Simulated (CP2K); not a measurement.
# B3LYP/6-31G(d) (spherical functions) run of BPH6 (SMILES [BH3-][PH3+])

What is the energy change on altering one bond length of BPH6 at B3LYP/6-31G* (spherical functions)? 

The calculation is run with CP2K 2026.2.

## Step 1: The molecule

The species is BPH6 (8 atoms), meant as a singlet with charge 0. As SMILES, `[BH3-][PH3+]`. Geometry: relaxed at PBE0-D4/def2-TZVP.

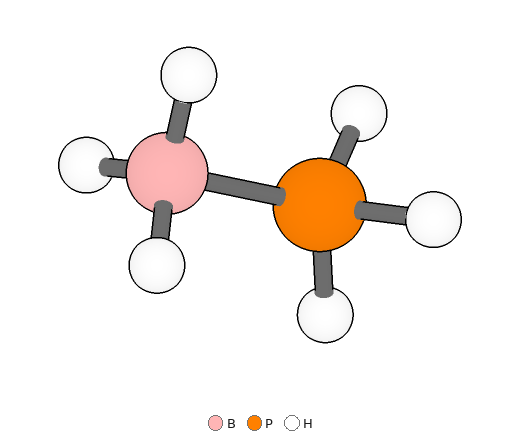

The structure, seen from a chosen angle (boron pink, phosphorus orange, hydrogen white).

## Step 2: The energy at B3LYP/6-31G(d) (spherical functions)

job.inp reads:

```
&GLOBAL
    PROJECT_NAME job
    RUN_TYPE ENERGY
    PRINT_LEVEL MEDIUM
&END GLOBAL
&FORCE_EVAL
    METHOD QUICKSTEP
    &DFT
        BASIS_SET_FILE_NAME ./6_31gs.basis
        POTENTIAL_FILE_NAME POTENTIAL
        CHARGE 0
        MULTIPLICITY 1
        &QS
            METHOD GAPW
            EPS_DEFAULT 1.0E-10
        &END QS
        &MGRID
            CUTOFF 280
            REL_CUTOFF 50
            NGRIDS 4
        &END MGRID
        &POISSON
            PERIODIC NONE
            POISSON_SOLVER WAVELET
        &END POISSON
        &SCF
            SCF_GUESS ATOMIC
            EPS_SCF 1.0E-07
            MAX_SCF 100
            ADDED_MOS 10
            &DIAGONALIZATION
                ALGORITHM STANDARD
            &END DIAGONALIZATION
            &MIXING
                METHOD DIRECT_P_MIXING
                ALPHA 0.4
            &END MIXING
        &END SCF
        &XC
            &XC_FUNCTIONAL
                &HYB_GGA_XC_B3LYP
                &END HYB_GGA_XC_B3LYP
            &END XC_FUNCTIONAL
            &HF
                FRACTION 0.2
                &SCREENING
                    EPS_SCHWARZ 1.0E-10
                    SCREEN_ON_INITIAL_P F
                &END SCREENING
                &INTERACTION_POTENTIAL
                    POTENTIAL_TYPE COULOMB
                &END INTERACTION_POTENTIAL
                &MEMORY
                    MAX_MEMORY 1050
                &END MEMORY
            &END HF
        &END XC
        &PRINT
            &MOMENTS
                PERIODIC F
                REFERENCE COM
                MAX_MOMENT 1
            &END MOMENTS
            &MO ON
                ENERGIES T
                OCCUPATION_NUMBERS T
                NDIGITS 6
                &EACH
                    QS_SCF 0
                &END EACH
                ADD_LAST NUMERIC
            &END MO
            &LOWDIN ON
            &END LOWDIN
            &HIRSHFELD OFF
            &END HIRSHFELD
            &MO_MOLDEN ON
                NDIGITS 8
            &END MO_MOLDEN
        &END PRINT
    &END DFT
    &SUBSYS
        &CELL
            ABC [angstrom] 13.5 13.5 13.5
            PERIODIC NONE
        &END CELL
        &COORD
            B      6.129050     7.022700     5.790600
            P      7.119050     6.613900     7.372300
            H      4.991750     7.138600     6.184500
            H      6.317350     6.065300     5.076600
            H      6.629650     8.049700     5.394700
            H      7.103950     7.551200     8.423400
            H      8.508250     6.415200     7.251700
            H      6.774350     5.450300     8.087200
        &END COORD
        &KIND B
            BASIS_SET 6-31Gs
            POTENTIAL ALL
            LEBEDEV_GRID 194
            RADIAL_GRID 100
        &END KIND
        &KIND P
            BASIS_SET 6-31Gs
            POTENTIAL ALL
            LEBEDEV_GRID 194
            RADIAL_GRID 100
        &END KIND
        &KIND H
            BASIS_SET 6-31Gs
            POTENTIAL ALL
            LEBEDEV_GRID 194
            RADIAL_GRID 100
        &END KIND
    &END SUBSYS
&END FORCE_EVAL
```

The run is started by

```console
$ OMP_NUM_THREADS=1 cp2k.psmp -i job.inp > job.out 2>&1
```

The log of the run:

```text
CP2K| version string:                                       CP2K version 2026.2
[...]
 GLOBAL| Method name                                                        CP2K
[...]
 GLOBAL| Run type                                                         ENERGY
[...]
 DFT| Spin restricted Kohn-Sham (RKS) calculation                            RKS
 DFT| Multiplicity                                                             1
[...]
 DFT| Charge                                                                   0
[...]
 FUNCTIONAL| HYB_GGA_XC_B3LYP:
[...]
 QS| Method:                                                                GAPW
[...]
 QS| Density cutoff [a.u.]:                                                140.0
[...]
 QS| Relative density cutoff [a.u.]:                                        25.0
[...]
                             - Atoms:                                          8
[...]
                             - Spherical basis functions:                     44
[...]
 Number of electrons:                                                         26
[...]
     1 P_Mix/Diag. 0.40E+00    4.9     0.72610361      -369.9440543519 -3.70E+02
[...]
    14 DIIS/Diag.  0.18E-07    2.9     0.00000002      -369.7832857751  5.68E-14
  *** SCF run converged in    14 steps ***
[...]
  Overlap energy of the core charge distribution:               0.00001179406626
  Self energy of the core charge distribution:               -172.32292144370371
  Core Hamiltonian energy:                                   -197.07985830241728
  Hartree energy:                                              51.14563243175683
  Exchange-correlation energy:                                 -8.00028976692394
  Hartree-Fock Exchange energy:                                -5.72722076096767
[...]
                     Mulliken Population Analysis
 #  Atom  Element  Kind  Atomic population                           Net charge
       1     B        1          5.198982                             -0.198982
       2     P        2         14.835944                              0.164056
       3     H        3          1.036998                             -0.036998
       4     H        3          1.036978                             -0.036978
       5     H        3          1.037038                             -0.037038
       6     H        3          0.951344                              0.048656
       7     H        3          0.951338                              0.048662
       8     H        3          0.951379                              0.048621
 # Total charge                             26.000000                  0.000000
[...]
  Dipole moment [Debye]
    X=  0.2104400E+01 Y= -0.8689877E+00 Z=  0.3362090E+01  Total=      4.0604544
 ENERGY| Total FORCE_EVAL ( QS ) energy [hartree]           -369.783285775076195
[...]
```

Wall time 44 s (1 thread of Arm Neoverse V1, shared host); peak memory 0.97 GiB.

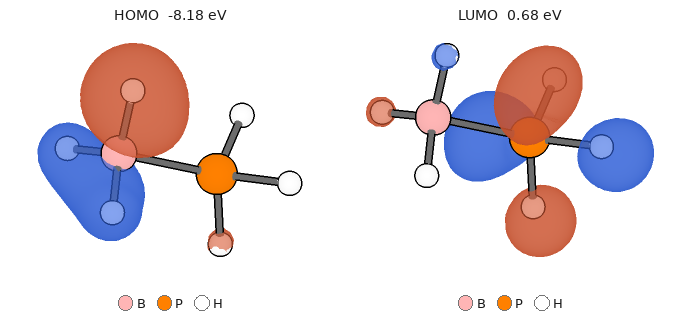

Frontier orbitals of this run, surfaces at ±0.2 Å^-3/2.

## Step 3: The distorted shape

gas.inp reads:

```
&force_eval
 method QUICKSTEP
 &dft
  basis_set_file_name ./6_31gs.basis
  potential_file_name POTENTIAL
  charge 0
  multiplicity 1
  ! Quickstep
  &qs
   method GAPW
   eps_default 1.0E-10
  &end qs
  &mgrid
   cutoff 280
   rel_cutoff 50
   ngrids 4
  &end mgrid
  ! isolated system
  &poisson
   periodic NONE
   poisson_solver WAVELET
  &end poisson
  &scf
   scf_guess ATOMIC
   eps_scf 1.0E-07
   max_scf 80
   added_mos 10
   &diagonalization
    algorithm STANDARD
   &end diagonalization
   &mixing
    method DIRECT_P_MIXING
    alpha 0.4
   &end mixing
  &end scf
  ! functional
  &xc
   &xc_functional
    &hyb_gga_xc_b3lyp
    &end hyb_gga_xc_b3lyp
   &end xc_functional
   &hf
    fraction 0.2
    &screening
     eps_schwarz 1.0E-10
     screen_on_initial_p F
    &end screening
    &interaction_potential
     potential_type COULOMB
    &end interaction_potential
    &memory
     max_memory 1050
    &end memory
   &end hf
  &end xc
  ! extra output
  &print
   &moments
    periodic F
    reference COM
    max_moment 1
   &end moments
   &mo ON
    energies T
    occupation_numbers T
    ndigits 6
    &each
     qs_scf 0
    &end each
    add_last NUMERIC
   &end mo
   &lowdin ON
   &end lowdin
   &hirshfeld OFF
   &end hirshfeld
   &mo_molden ON
    ndigits 8
   &end mo_molden
  &end print
 &end dft
 &subsys
  ! vacuum box
  &cell
   abc [angstrom] 13.5 13.5 13.5
   periodic NONE
  &end cell
  &coord
   B     -0.706277    -0.080894    -0.795232
   P      0.283723    -0.489694     0.786468
   H     -1.843577     0.035006    -0.401332
   H     -0.517977    -1.038294    -1.509232
   H     -0.055500     1.254200    -1.309900
   H      0.268623     0.447606     1.837568
   H      1.672923    -0.688394     0.665868
   H     -0.060977    -1.653294     1.501368
  &end coord
  &topology
   &center_coordinates
   &end center_coordinates
  &end topology
  &kind B
   basis_set 6-31Gs
   potential ALL
   lebedev_grid 194
   radial_grid 100
  &end kind
  &kind P
   basis_set 6-31Gs
   potential ALL
   lebedev_grid 194
   radial_grid 100
  &end kind
  &kind H
   basis_set 6-31Gs
   potential ALL
   lebedev_grid 194
   radial_grid 100
  &end kind
 &end subsys
&end force_eval

&global
 project gas
 run_type ENERGY
 print_level MEDIUM
&end global
```

The run is started by

```console
$ OMP_NUM_THREADS=1 cp2k.psmp -i gas.inp > gas.out 2>&1
```

The log of the run, shortened:

```text
CP2K| version string:                                       CP2K version 2026.2
[...]
 GLOBAL| Method name                                                        CP2K
[...]
 GLOBAL| Run type                                                         ENERGY
[...]
 DFT| Spin restricted Kohn-Sham (RKS) calculation                            RKS
 DFT| Multiplicity                                                             1
[...]
 DFT| Charge                                                                   0
[...]
 FUNCTIONAL| HYB_GGA_XC_B3LYP:
[...]
 QS| Method:                                                                GAPW
[...]
 QS| Density cutoff [a.u.]:                                                140.0
[...]
 QS| Relative density cutoff [a.u.]:                                        25.0
[...]
                             - Atoms:                                          8
[...]
                             - Spherical basis functions:                     44
[...]
 Number of electrons:                                                         26
[...]
     1 P_Mix/Diag. 0.40E+00    4.9     0.68706929      -369.8518132889 -3.70E+02
[...]
    14 DIIS/Diag.  0.26E-07    2.8     7.0970E-09      -369.7530500077  2.27E-13
  *** SCF run converged in    14 steps ***
[...]
  Overlap energy of the core charge distribution:               0.00000800222650
  Self energy of the core charge distribution:               -172.32292144370371
  Core Hamiltonian energy:                                   -197.24802110233770
  Hartree energy:                                              51.29536003827193
  Exchange-correlation energy:                                 -7.94287692472820
  Hartree-Fock Exchange energy:                                -5.71083348827400
[...]
                     Mulliken Population Analysis
 #  Atom  Element  Kind  Atomic population                           Net charge
       1     B        1          5.146744                             -0.146744
       2     P        2         14.832231                              0.167769
       3     H        3          1.030458                             -0.030458
       4     H        3          1.030439                             -0.030439
[...]
  Dipole moment [Debye]
    X=  0.1897018E+01 Y= -0.1397367E+01 Z=  0.3625861E+01  Total=      4.3241388
 ENERGY| Total FORCE_EVAL ( QS ) energy [hartree]           -369.753050007731815
[...]
```

It took 44 s on 1 thread of Arm Neoverse V1, shared host; peak memory 0.97 GiB.

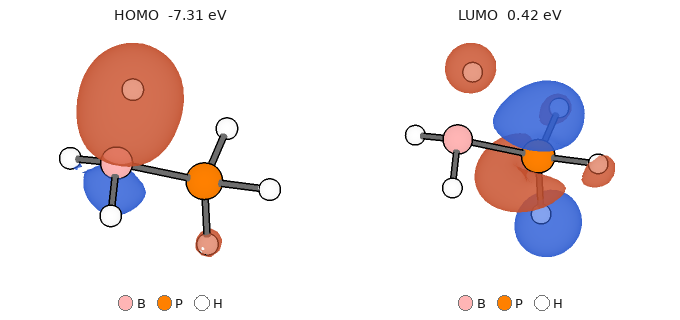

Frontier orbitals of this run, surfaces at ±0.2 Å^-3/2.

## Step 4: Outcome

At B3LYP/6-31G* (spherical functions):

```
                                                         quantity          value
                                        first shape: total energy  -369.78329 Eh
                                       first shape: dipole moment         4.06 D
                                         first shape: HOMO energy       -8.18 eV
                                         first shape: LUMO energy        0.68 eV
                                       first shape: HOMO–LUMO gap        8.86 eV
                                    distorted shape: total energy  -369.75305 Eh
                                   distorted shape: dipole moment         4.32 D
                                     distorted shape: HOMO energy       -7.31 eV
                                     distorted shape: LUMO energy        0.42 eV
                                   distorted shape: HOMO–LUMO gap        7.73 eV
energy change with the B1–H5 bond stretched from 1.209 to 1.572 Å       0.823 eV
```

What this shows: With the B1–H5 bond stretched from 1.209 to 1.572 Å the energy rises by 0.82 eV (79.4 kJ/mol). The first shape isn't relaxed at this level, so the change isn't measured from a minimum.
